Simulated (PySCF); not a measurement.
# C₅H₃F₃O₂: a tour of settings

Aim: see how C₅H₃F₃O₂ (`Oc1ccc(C(F)(F)F)o1`) answers to the choice of functional, basis, grid and SCF options.

The runs use PySCF 2.14.0, with density-fitted response routines of our own; the level of theory stands in each step. All values are computed, except where a source is named. Atoms are numbered from 0 throughout.

**1. The molecule as given**

13 atoms, charge 0, multiplicity 1; geometry from: GFN2-xTB.

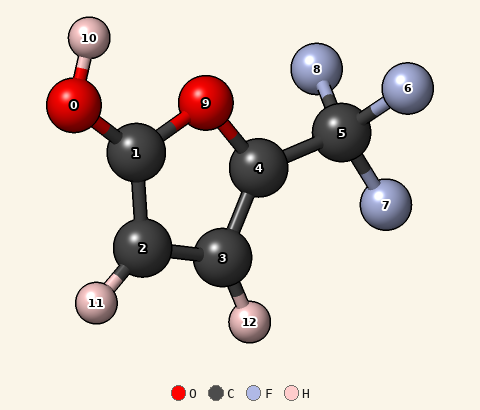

As it starts; oxygen red, carbon dark grey, fluorine light blue, hydrogen pink, atoms numbered; sticks join atoms by distance.

**2. Shielding tensors: PBE0/pcSseg-1**

What the job is given:

```
{"job": {"kind": "nmr", "xc": "PBE0", "basis": "pcSseg-1"}, "charge": 0, "multiplicity": 1}
O     -2.761683     0.773361    -0.032439
C     -1.581689     0.158449    -0.032797
C     -1.282140    -1.173300    -0.090405
C      0.129680    -1.248038    -0.058485
C      0.581983     0.035236     0.014935
C      1.957832     0.592787     0.076320
F      2.184003     1.311818     1.190416
F      2.871934    -0.384298     0.053613
F      2.238584     1.412262    -0.952815
O     -0.467466     0.906415     0.031146
H     -2.629001     1.729662     0.017008
H     -1.978267    -1.981489    -0.147152
H      0.731841    -2.132377    -0.087073
```

Method: GIAO PBE0/pcSseg-1 NMR shielding, non-relativistic, gas phase.

The run is started by

```sh
$ OMP_NUM_THREADS=1 python probes_run.py task.json out
```

One launch serves the whole session: the jobs run in the order shown.

The log of the run:

```text
coarse grid: 12720 points
cycle   1  E = -641.2762274941  dE =  2.201e+00  |g| = 1.091e+00  |ddm| = 3.613e+00
cycle   2  E = -641.0614975950  dE =  2.147e-01  |g| = 1.604e+00  |ddm| = 1.413e+00
cycle   3  E = -641.4793068710  dE = -4.178e-01  |g| = 1.316e-01  |ddm| = 9.170e-01
cycle   4  E = -641.4815136588  dE = -2.207e-03  |g| = 8.759e-02  |ddm| = 1.692e-01
cycle   5  E = -641.4831173775  dE = -1.604e-03  |g| = 1.721e-02  |ddm| = 7.049e-02
cycle   6  E = -641.4831706432  dE = -5.327e-05  |g| = 5.809e-03  |ddm| = 1.570e-02
cycle   7  E = -641.4831768400  dE = -6.197e-06  |g| = 1.807e-03  |ddm| = 5.120e-03
final grid: 129384 points
cycle   8  E = -641.5802861581  dE = -3.848e-05  |g| = 1.337e-02  |ddm| = 3.562e-02
cycle   9  E = -641.5802294985  dE =  5.666e-05  |g| = 2.190e-02  |ddm| = 2.203e-02
cycle  10  E = -641.5803180170  dE = -8.852e-05  |g| = 1.605e-03  |ddm| = 1.476e-02
cycle  11  E = -641.5803185868  dE = -5.698e-07  |g| = 4.149e-04  |ddm| = 1.646e-03
cycle  12  E = -641.5803186144  dE = -2.763e-08  |g| = 1.590e-04  |ddm| = 3.528e-04
cycle  13  E = -641.5803186194  dE = -4.932e-09  |g| = 5.282e-05  |ddm| = 1.503e-04
cycle  14  E = -641.5803186200  dE = -6.132e-10  |g| = 1.108e-05  |ddm| = 5.160e-05
converged SCF energy = -641.5803186200

GIAO shielding tensors (ppm)
atom      isotropic    diamagn.    paramagn.     s11        s22        s33       span
  0 O      223.259     385.421    -162.161    160.127    246.673    262.977    102.850
  1 C       19.816     253.775    -233.960    -49.365     37.969     70.843    120.207
  2 C       99.490     254.138    -154.648     49.326     85.981    163.164    113.837
  3 C       62.518     251.518    -188.999    -20.235     46.997    160.794    181.029
  4 C       51.156     258.205    -207.049    -11.936     65.612     99.792    111.729
  5 C       58.274     237.402    -179.129     50.070     60.857     63.894     13.825
  6 F      243.235     471.850    -228.615    158.548    236.519    334.638    176.090
  7 F      263.851     471.515    -207.664    188.284    245.829    357.438    169.154
  8 F      243.118     471.846    -228.727    158.381    236.381    334.592    176.211
  9 O       60.420     404.114    -343.694    -50.145     33.912    197.494    247.639
 10 H       26.598      31.020      -4.422     18.702     24.938     36.153     17.451
 11 H       26.143      30.603      -4.460     22.680     26.521     29.229      6.550
 12 H       24.614      31.988      -7.373     22.110     24.577     27.155      5.045
```

It took 25 s on 1 thread of Intel Xeon Platinum 8488C, shared host; peak memory 0.84 GiB.

Shifts follow as δ = σ(reference) − σ, with reference shieldings (ppm) from runs at the same level and on the same kind of geometry: 1H TMS 31.72, 13C TMS 186.9, 19F CFCl3 170.9, 17O H2O 336.1. The references are single molecules in the gas phase, so shifts against H2O, NH3, PH3, H3PO4 or CFCl3 are not on the usual liquid scales and can be off by tens of ppm. Atoms listed in one row are averaged.

| atoms | environment | σ (ppm) | δ (ppm) | δ scaled to CDCl3 |
| --- | --- | --- | --- | --- |
| C1 | aromatic carbon bearing oxygen | 19.8 | 167.1 | 161.2 |
| C4 | substituted aromatic carbon next to the ring oxygen | 51.2 | 135.8 | 130.6 |
| C5 | CF3 carbon | 58.3 | 128.7 | 123.6 |
| C3 | aromatic CH | 62.5 | 124.4 | 119.5 |
| C2 | aromatic CH | 99.5 | 87.4 | 83.4 |
| H12 | hydrogen on an aromatic CH | 24.61 | 7.10 | 6.80 |
| H11 | hydrogen on an aromatic CH | 26.14 | 5.57 | 5.36 |
| H10 | hydrogen on a phenol-type oxygen | 26.60 | 5.12 | – |
| O9 | aromatic ring oxygen | 60.4 | 275.7 | – |
| O0 | phenol-type oxygen | 223.3 | 112.8 | – |
| F6, F7, F8 | fluorine of a CF3 group | 250.1 | -79.1 | – |

The scaled column applies a straight-line fit of computed shieldings to shifts measured in CDCl3; 19F shifts take a fit of their own (root-mean-square error 0.16 ppm for H, 1.9 ppm for C).

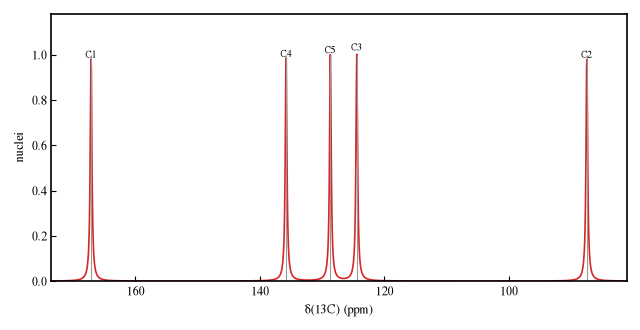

13C lines at the computed shifts, without couplings. Lines are broadened to a width of 0.32 ppm (Lorentzian).

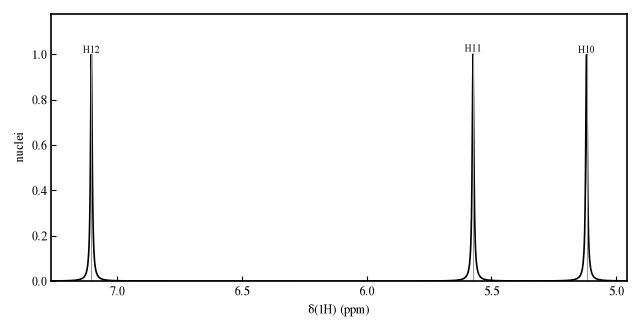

1H lines at the computed shifts, without couplings. Lines are broadened to a width of 0.01 ppm (Lorentzian).

The run also stored atomic charges by several schemes (e):

| atoms | Mulliken | IAO | Hirshfeld | ESP fit |
| --- | --- | --- | --- | --- |
| O0 | -0.36 | -0.45 | -0.17 | -0.54 |
| C1 | 0.45 | 0.39 | 0.15 | 0.53 |
| C2 | -0.16 | -0.28 | -0.11 | -0.45 |
| C3 | -0.08 | -0.17 | -0.07 | -0.15 |
| C4 | -0.01 | 0.06 | -0.01 | -0.03 |
| C5 | 0.94 | 0.80 | 0.25 | 0.50 |
| F6, F7, F8 | -0.27 | -0.28 | -0.10 | -0.17 |
| O9 | -0.42 | -0.26 | -0.07 | -0.23 |

IAO charges:

O0 -0.45; C1 0.39; C2 -0.28; C3 -0.17; C4 0.06; C5 0.80; F6 -0.28; F7 -0.28; F8 -0.28; O9 -0.26; H10 0.38; H11 0.18; H12 0.18

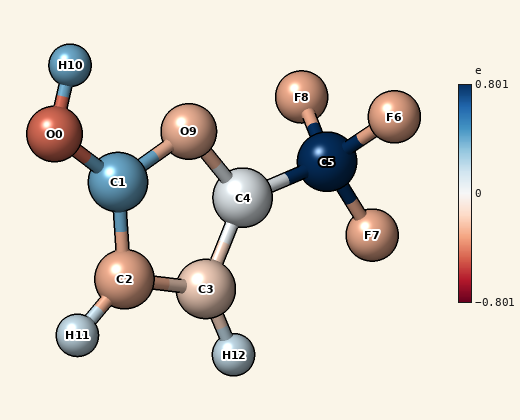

IAO charges, as colours on the atoms.

Mayer bond orders: O0–C1 1.12, C1–C2 1.53, C2–C3 1.26, C3–C4 1.54, C4–C5 0.98, C5–F6 0.99, C5–F7 1.00, C5–F8 0.99, C4–O9 0.98, O9–C1 1.10.

Ring of atoms C1, C2, C3, C4, O9: NICS(0) -11.9, NICS(1) -9.0, NICS(1)zz -21.6 ppm (means of both faces).

**3. Excited states and response: PBE0/def2-SVPD**

Same as in step 2 but for these lines:

```diff
@@ -1,2 +1,2 @@
-{"job": {"kind": "nmr", "xc": "PBE0", "basis": "pcSseg-1"}, "charge": 0, "multiplicity": 1}
+{"job": {"kind": "uv", "xc": "PBE0", "basis": "def2-SVPD", "nstates": 6, "ntriplets": 2}, "charge": 0, "multiplicity": 1}
 O     -2.761683     0.773361    -0.032439
```

With the program's defaults for keys left out, this is: TDDFT PBE0/def2-SVPD, vertical, gas phase, core orbitals frozen in the response.

The log of the run:

```text
coarse grid: 12720 points
cycle   1  E = -640.9079161703  dE =  2.124e+00  |g| = 1.029e+00  |ddm| = 7.469e+00
cycle   2  E = -640.7068303086  dE =  2.011e-01  |g| = 1.507e+00  |ddm| = 2.997e+00
cycle   3  E = -641.0990047854  dE = -3.922e-01  |g| = 1.309e-01  |ddm| = 2.110e+00
cycle   4  E = -641.1014571399  dE = -2.452e-03  |g| = 8.251e-02  |ddm| = 3.554e-01
cycle   5  E = -641.1029249670  dE = -1.468e-03  |g| = 1.588e-02  |ddm| = 1.363e-01
cycle   6  E = -641.1029717655  dE = -4.680e-05  |g| = 5.524e-03  |ddm| = 3.270e-02
cycle   7  E = -641.1029776654  dE = -5.900e-06  |g| = 1.696e-03  |ddm| = 1.151e-02
final grid: 129384 points
cycle   8  E = -641.1999303340  dE = -3.339e-05  |g| = 1.257e-02  |ddm| = 1.809e-01
cycle   9  E = -641.1998764600  dE =  5.387e-05  |g| = 2.073e-02  |ddm| = 4.051e-02
cycle  10  E = -641.1999603282  dE = -8.387e-05  |g| = 1.575e-03  |ddm| = 2.744e-02
cycle  11  E = -641.1999609017  dE = -5.735e-07  |g| = 3.351e-04  |ddm| = 3.929e-03
cycle  12  E = -641.1999609196  dE = -1.792e-08  |g| = 1.472e-04  |ddm| = 6.252e-04
cycle  13  E = -641.1999609240  dE = -4.420e-09  |g| = 5.078e-05  |ddm| = 2.718e-04
cycle  14  E = -641.1999609246  dE = -5.944e-10  |g| = 1.110e-05  |ddm| = 1.017e-04
converged SCF energy = -641.1999609246

Static polarisability (au): isotropic 67.010, principal 46.411 69.869 84.748

Singlet excitations
state   eV       nm        f      main configurations
  1   5.6540    219.3   0.00039   H->L+1 0.99
  2   5.6770    218.4   0.24770   H->L 0.96
  3   6.6454    186.6   0.00004   H->L+2 0.95
  4   6.9256    179.0   0.01786   H->L+3 0.64, H-1->L 0.34
  5   7.2832    170.2   0.01435   H->L+4 0.87
  6   7.4327    166.8   0.00002   H->L+5 0.87

Triplet excitations (Tamm-Dancoff, eV): 3.6991 5.3667
```

Wall time 43 s (1 thread of Intel Xeon Platinum 8488C, shared host); peak memory 0.96 GiB.

The orbitals next to the gap, with their largest atomic shares:

| orbital | eV | atoms |
| --- | --- | --- |
| HOMO−3 | -11.50 | O0 54 %, O9 17 %, C1 10 % |
| HOMO−2 | -11.30 | C4 16 %, F8 15 %, F6 15 % |
| HOMO−1 | -8.92 | C3 31 %, C2 24 %, O9 22 % |
| HOMO | -6.76 | C4 25 %, C2 19 %, C1 18 % |
| LUMO | -0.49 | C3 22 %, C4 20 %, C1 15 % |
| LUMO+1 | 0.07 | O0 33 %, H10 22 %, O9 16 % |
| LUMO+2 | 1.01 | C3 21 %, H12 14 %, C2 10 % |

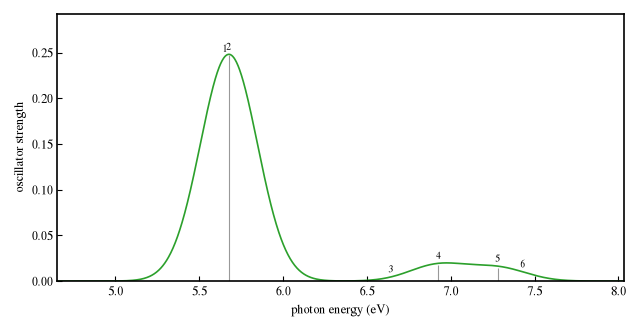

Absorption spectrum from the 6 singlet states computed; above the last one it falls off for lack of states. Lines are broadened to a width of 0.40 eV (Gaussian).

Ground-state properties from the same run:

| property | computed |
| --- | --- |
| dipole moment (D) | 2.46 |
| polarisability (Å³) | 9.93 |
| HOMO–LUMO gap (eV) | 6.27 |
| −ε(HOMO) (eV) | 6.76 |

**4. Shielding tensors: PBE0/pcSseg-1 in cyclohexane**

Same as in step 3 but for these lines:

```diff
@@ -1,2 +1,2 @@
-{"job": {"kind": "uv", "xc": "PBE0", "basis": "def2-SVPD", "nstates": 6, "ntriplets": 2}, "charge": 0, "multiplicity": 1}
+{"job": {"kind": "nmr", "xc": "PBE0", "basis": "pcSseg-1", "solvent": "cyclohexane", "pop": false, "scf": {"aux": "def2-universal-jkfit"}}, "charge": 0, "multiplicity": 1}
 O     -2.761683     0.773361    -0.032439
```

Method: GIAO PBE0/pcSseg-1 NMR shielding, non-relativistic, IEF-PCM cyclohexane.

The log of the run:

```text
final grid: 129384 points
cycle   1  E = -641.3777465513  dE =  2.201e+00  |g| = 1.092e+00  |ddm| = 3.607e+00
cycle   2  E = -641.1692083651  dE =  2.085e-01  |g| = 1.595e+00  |ddm| = 1.401e+00
cycle   3  E = -641.5814926955  dE = -4.123e-01  |g| = 1.163e-01  |ddm| = 8.947e-01
cycle   4  E = -641.5831355439  dE = -1.643e-03  |g| = 7.835e-02  |ddm| = 1.443e-01
cycle   5  E = -641.5844132974  dE = -1.278e-03  |g| = 1.555e-02  |ddm| = 6.216e-02
cycle   6  E = -641.5844565484  dE = -4.325e-05  |g| = 5.375e-03  |ddm| = 1.394e-02
cycle   7  E = -641.5844618632  dE = -5.315e-06  |g| = 1.525e-03  |ddm| = 4.441e-03
cycle   8  E = -641.5844623644  dE = -5.013e-07  |g| = 3.046e-04  |ddm| = 1.427e-03
cycle   9  E = -641.5844623843  dE = -1.980e-08  |g| = 6.649e-05  |ddm| = 3.142e-04
cycle  10  E = -641.5844623849  dE = -6.446e-10  |g| = 3.748e-05  |ddm| = 7.087e-05
cycle  11  E = -641.5844623851  dE = -2.424e-10  |g| = 1.314e-05  |ddm| = 2.847e-05
converged SCF energy = -641.5844623851

GIAO shielding tensors (ppm)
atom      isotropic    diamagn.    paramagn.     s11        s22        s33       span
  0 O      223.024     386.115    -163.091    156.065    249.952    263.055    106.990
  1 C       19.190     253.476    -234.286    -50.014     37.065     70.518    120.532
  2 C       99.468     254.015    -154.548     49.400     85.720    163.282    113.882
  3 C       61.681     251.302    -189.621    -21.093     44.935    161.200    182.293
  4 C       52.045     258.370    -206.325    -10.390     66.716     99.808    110.199
  5 C       58.111     237.654    -179.543     50.648     60.282     63.405     12.758
  6 F      244.462     472.024    -227.562    159.808    237.919    335.659    175.852
  7 F      264.504     471.580    -207.075    188.931    246.861    357.721    168.790
  8 F      244.347     472.020    -227.673    159.644    237.782    335.614    175.970
  9 O       61.118     404.070    -342.953    -50.639     35.299    198.693    249.332
 10 H       26.111      30.762      -4.652     18.125     24.361     35.846     17.722
 11 H       26.033      30.524      -4.491     22.535     26.379     29.184      6.649
 12 H       24.476      31.872      -7.395     21.956     24.458     27.016      5.061
```

It took 24 s on 1 thread of Intel Xeon Platinum 8488C, shared host; peak memory 0.95 GiB.

Key values: δ C1 168.1, C4 135.2, C5 129.2, C3 125.6, H12 7.23, H11 5.67 ppm.

**5. Nuclear shieldings: HCTH407/cc-pVDZ**

Same as in step 4 but for these lines:

```diff
@@ -1,2 +1,2 @@
-{"job": {"kind": "nmr", "xc": "PBE0", "basis": "pcSseg-1", "solvent": "cyclohexane", "pop": false, "scf": {"aux": "def2-universal-jkfit"}}, "charge": 0, "multiplicity": 1}
+{"job": {"kind": "nmr", "xc": "HCTH407", "basis": "cc-pVDZ", "pop": true}, "charge": 0, "multiplicity": 1}
 O     -2.761683     0.773361    -0.032439
```

Method: GIAO HCTH407/cc-pVDZ NMR shielding, non-relativistic, gas phase.

The log of the run:

```text
coarse grid: 12720 points
cycle   1  E = -641.8974229364  dE =  2.002e+00  |g| = 1.256e+00  |ddm| = 7.625e+00
cycle   2  E = -641.2333794000  dE =  6.640e-01  |g| = 2.311e+00  |ddm| = 4.544e+00
cycle   3  E = -642.1545704868  dE = -9.212e-01  |g| = 3.022e-01  |ddm| = 3.070e+00
cycle   4  E = -642.1719027321  dE = -1.733e-02  |g| = 1.670e-01  |ddm| = 7.032e-01
cycle   5  E = -642.1784007136  dE = -6.498e-03  |g| = 4.294e-02  |ddm| = 2.867e-01
cycle   6  E = -642.1787870081  dE = -3.863e-04  |g| = 1.452e-02  |ddm| = 7.747e-02
cycle   7  E = -642.1788270597  dE = -4.005e-05  |g| = 6.401e-03  |ddm| = 2.795e-02
cycle   8  E = -642.1788372390  dE = -1.018e-05  |g| = 1.364e-03  |ddm| = 1.090e-02
cycle   9  E = -642.1788376498  dE = -4.107e-07  |g| = 2.064e-04  |ddm| = 2.315e-03
final grid: 129384 points
cycle  10  E = -642.1808237399  dE = -1.026e-04  |g| = 9.765e-03  |ddm| = 1.062e-01
cycle  11  E = -642.1807854038  dE =  3.834e-05  |g| = 1.703e-02  |ddm| = 3.589e-02
cycle  12  E = -642.1808390567  dE = -5.365e-05  |g| = 3.621e-03  |ddm| = 2.346e-02
cycle  13  E = -642.1808421928  dE = -3.136e-06  |g| = 8.155e-04  |ddm| = 5.858e-03
cycle  14  E = -642.1808423322  dE = -1.394e-07  |g| = 2.232e-04  |ddm| = 1.410e-03
cycle  15  E = -642.1808423402  dE = -8.011e-09  |g| = 1.211e-04  |ddm| = 4.563e-04
cycle  16  E = -642.1808423438  dE = -3.614e-09  |g| = 1.962e-05  |ddm| = 2.099e-04
cycle  17  E = -642.1808423439  dE = -8.231e-11  |g| = 8.714e-06  |ddm| = 4.073e-05
converged SCF energy = -642.1808423439

GIAO shielding tensors (ppm)
atom      isotropic    diamagn.    paramagn.     s11        s22        s33       span
  0 O      233.984     384.747    -150.763    171.911    261.820    268.221     96.310
  1 C       44.233     260.533    -216.300    -11.486     58.786     85.399     96.885
  2 C      115.956     253.191    -137.234     73.341    102.084    172.444     99.103
  3 C       84.012     253.920    -169.909     13.329     71.355    167.351    154.022
  4 C       67.691     261.183    -193.492     16.997     76.436    109.640     92.643
  5 C       69.180     249.660    -180.480     57.927     72.378     77.235     19.308
  6 F      254.306     472.356    -218.050    179.364    249.755    333.800    154.436
  7 F      273.648     472.574    -198.926    207.592    256.689    356.662    149.070
  8 F      254.193     472.347    -218.154    179.202    249.634    333.743    154.541
  9 O       86.044     400.153    -314.108    -11.049     60.526    208.656    219.705
 10 H       27.414      32.798      -5.384     20.316     25.744     36.182     15.866
 11 H       26.655      31.547      -4.892     23.471     27.372     29.121      5.651
 12 H       25.135      33.880      -8.744     22.712     24.912     27.781      5.070
```

Run time: 34 s. Hardware: 1 thread of Intel Xeon Platinum 8488C, shared host; peak memory 0.68 GiB.

This run: δ C1 151.2, C4 127.7, C5 126.2, C3 111.4, H12 6.56, H11 5.04 ppm.

**6. Nuclear shieldings: PBE0/STO-3G**

Same as in step 5 but for these lines:

```diff
@@ -1,2 +1,2 @@
-{"job": {"kind": "nmr", "xc": "HCTH407", "basis": "cc-pVDZ", "pop": true}, "charge": 0, "multiplicity": 1}
+{"job": {"kind": "nmr", "xc": "PBE0", "basis": "STO-3G", "pop": false}, "charge": 0, "multiplicity": 1}
 O     -2.761683     0.773361    -0.032439
```

Level: GIAO PBE0/STO-3G NMR shielding, non-relativistic, gas phase.

The log of the run:

```text
coarse grid: 12720 points
cycle   1  E = -632.7364655666  dE =  2.565e+00  |g| = 9.029e-01  |ddm| = 5.315e+00
cycle   2  E = -632.7405650940  dE = -4.100e-03  |g| = 9.646e-01  |ddm| = 2.252e+00
cycle   3  E = -632.9921627878  dE = -2.516e-01  |g| = 9.233e-02  |ddm| = 1.178e+00
cycle   4  E = -632.9942715104  dE = -2.109e-03  |g| = 4.799e-02  |ddm| = 1.970e-01
cycle   5  E = -632.9949817258  dE = -7.102e-04  |g| = 1.187e-02  |ddm| = 7.486e-02
cycle   6  E = -632.9950204904  dE = -3.876e-05  |g| = 2.498e-03  |ddm| = 1.662e-02
cycle   7  E = -632.9950222674  dE = -1.777e-06  |g| = 9.636e-04  |ddm| = 4.482e-03
final grid: 129384 points
cycle   8  E = -632.9200633531  dE = -3.974e-06  |g| = 7.473e-03  |ddm| = 1.948e-02
cycle   9  E = -632.9200480706  dE =  1.528e-05  |g| = 1.021e-02  |ddm| = 2.221e-02
cycle  10  E = -632.9200795245  dE = -3.145e-05  |g| = 1.233e-03  |ddm| = 1.379e-02
cycle  11  E = -632.9200799891  dE = -4.647e-07  |g| = 1.443e-04  |ddm| = 1.671e-03
cycle  12  E = -632.9200799953  dE = -6.168e-09  |g| = 5.502e-05  |ddm| = 2.732e-04
cycle  13  E = -632.9200799962  dE = -9.261e-10  |g| = 1.245e-05  |ddm| = 8.739e-05
converged SCF energy = -632.9200799962

GIAO shielding tensors (ppm)
atom      isotropic    diamagn.    paramagn.     s11        s22        s33       span
  0 O      292.906     373.348     -80.442    242.821    293.525    342.373     99.551
  1 C      107.771     261.572    -153.801     81.522    101.661    140.131     58.608
  2 C      155.781     258.074    -102.292    115.105    141.704    210.535     95.430
  3 C      133.550     257.895    -124.345     69.994    123.897    206.761    136.767
  4 C      128.594     259.954    -131.359     87.889    127.216    170.678     82.789
  5 C      139.191     253.721    -114.530    113.682    151.332    152.559     38.878
  6 F      386.325     453.138     -66.813    345.751    401.176    412.048     66.297
  7 F      397.935     452.458     -54.523    359.759    408.904    425.141     65.382
  8 F      386.257     453.136     -66.878    345.672    401.139    411.961     66.289
  9 O      184.535     379.546    -195.010     61.590    174.219    317.797    256.207
 10 H       29.078      28.599       0.478     22.484     27.042     37.708     15.224
 11 H       28.068      30.831      -2.763     23.859     27.545     32.802      8.943
 12 H       27.057      31.775      -4.718     23.669     27.268     30.233      6.564
```

Wall time 5.1 s (1 thread of Intel Xeon Platinum 8488C, shared host); peak memory 0.43 GiB.

In short: δ C1 128.4, C4 107.6, C3 102.6, C5 97.0, H12 5.96, H11 4.95 ppm.

**7. Side by side: NMR shifts**

Shifts (ppm) of some atoms, chosen among heavy atoms and hydrogens apart, with basis size and wall time:

| run | C1 | C4 | C5 | H12 | H10 | O9 | O0 | functions | time |
| --- | --- | --- | --- | --- | --- | --- | --- | --- | --- |
| PBE0/pcSseg-1 | 167.1 | 135.8 | 128.7 | 7.10 | 5.12 | 275.7 | 112.8 | 185 | 25 s |
| PBE0/pcSseg-1 in cyclohexane | 168.1 | 135.2 | 129.2 | 7.23 | 5.60 | 278.5 | 116.6 | 185 | 24 s |
| HCTH407/cc-pVDZ | 151.2 | 127.7 | 126.2 | 6.56 | 4.28 | 255.5 | 107.6 | 155 | 34 s |
| PBE0/STO-3G | 128.4 | 107.6 | 97.0 | 5.96 | 3.94 | 159.0 | 50.6 | 53 | 5.1 s |

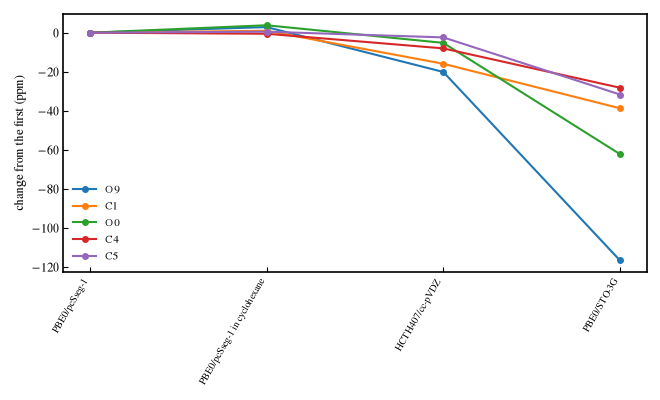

How five of the tabulated atoms move from run to run.

**8. Summary of results**

| quantity | value |
| --- | --- |
| 13C shifts against TMS (PBE0/pcSseg-1) | 167.1, 135.8, 128.7, 124.4, 87.4 ppm |
| 1H shifts against TMS (PBE0/pcSseg-1) | 7.10, 5.57, 5.12 ppm |
| 17O shifts against H2O (PBE0/pcSseg-1) | 275.7, 112.8 ppm |
| 19F shifts against CFCl3 (PBE0/pcSseg-1, means over atoms taken as alike) | -79.1 ppm |
| lowest singlet (PBE0/def2-SVPD) | 5.65 eV (219 nm), f = 0.000 |
| brightest single state of those computed | state 2, 5.68 eV, f = 0.248 |
| lowest triplet | 3.70 eV |
| range of the shift of O9 (minimal bases aside) | 255.5 to 278.5 ppm |
| property runs in this session | 5, of which 0 failed and 1 gave unsound results |

Single values in the summary come from the first sound run of each kind (PBE0/pcSseg-1; PBE0/def2-SVPD), which need not be the best level. At PBE0/pcSseg-1: Shielding is most anisotropic at O9 (span 248 ppm, paramagnetic term -344 ppm). NICS(1)zz of -22 ppm above the planar ring from C1 marks a diatropic (aromatic) ring current. The lowest singlet, at 5.65 eV, is HOMO→LUMO+1 0.99 and is dark; of the 6 states computed, the strongest absorption comes from state 2 at 5.68 eV. The lowest triplet lies 1.95 eV below the lowest singlet (triplets in Tamm-Dancoff, singlets in full TDDFT). Leaving out the minimal-basis runs, which are unusable for shieldings: Across the 3 runs the shift of O9 moves most, between 255.5 (HCTH407/cc-pVDZ) and 278.5 ppm (PBE0/pcSseg-1 in cyclohexane). Each shift counts from a reference computed in the same medium, and that reference moves with the solvent too, so shifts and shieldings show the solvent's effect differently.
